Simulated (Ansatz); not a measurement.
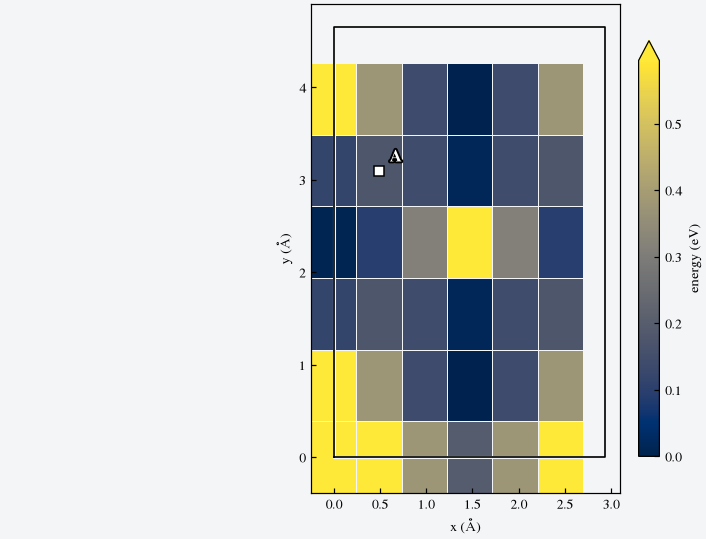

H on a Ti(100) slab cut from the P6_3/mmc phase, its upper half relaxed before the scan (6 atoms of substrate and one adsorbate in a 1 × 1 cell). H is moved over the surface cell; relaxed at each place: the height of the adsorbate's atoms and the top layer of the substrate; the origin of the map has the adsorbate above Ti6. Places are given modulo a cell vector. The map is drawn in real space over the plane of the surface. The grid has 6 × 6 points; 18 points were computed and 18 follow by symmetry. Energies are in eV, from the lowest grid point. The relaxed height changes by up to 1.2 Å between neighbouring points. With one adsorbate in each 1 × 1 cell, its nearest image is 2.9 Å away, so neighbouring adsorbates interact. All numbers below come from DFT PBE, scalar-relativistic, plane waves, PAW in Ansatz 0.2.0. Settings: cutoff 420 eV, k-mesh 9×6×1, gaussian smearing 0.1 eV, no spin polarisation.

Drawn: one coloured cell a grid point, the outline of one cell of the plane, one colour for all values above the top of the scale, the point A.

Q: Which way does the force act at A, and how strong is it?

A: A, at (1/6, 4/6) of the cell vectors, is not a stationary point. The computed force is 0.42 eV/Å in the plane, pointing down and left in the picture (components −0.24 and −0.34 eV/Å).

PAW datasets: the set soft_1.
